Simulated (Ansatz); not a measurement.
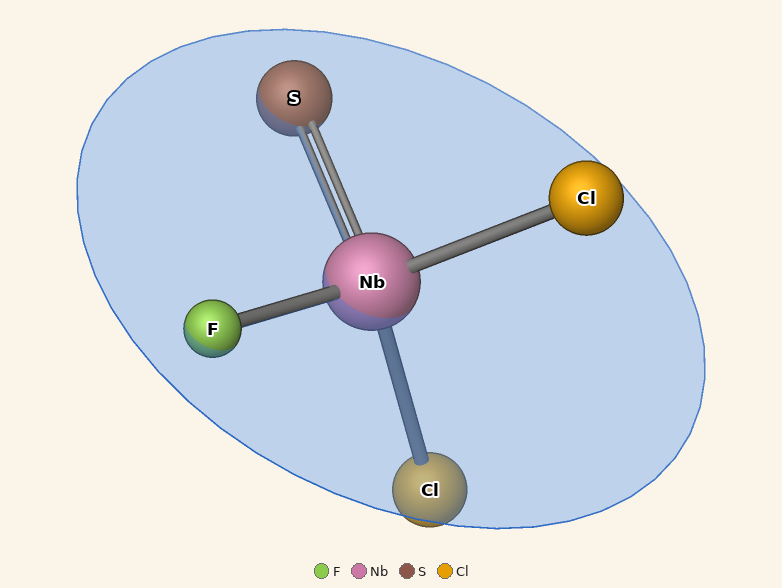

All proper rotation axes (lines) and mirror planes (discs) of the structure are drawn in. Distant atoms are faded towards the background colour. The species is neutral and a spin singlet. The geometry was computed by an optimisation with PBE0-D4/def2-TZVP.

Q: Name the symmetry elements and the point group.

A: It has 1 mirror plane. Point group Cs. The group has 2 operations. The geometry is achiral, and symmetry allows a dipole moment.
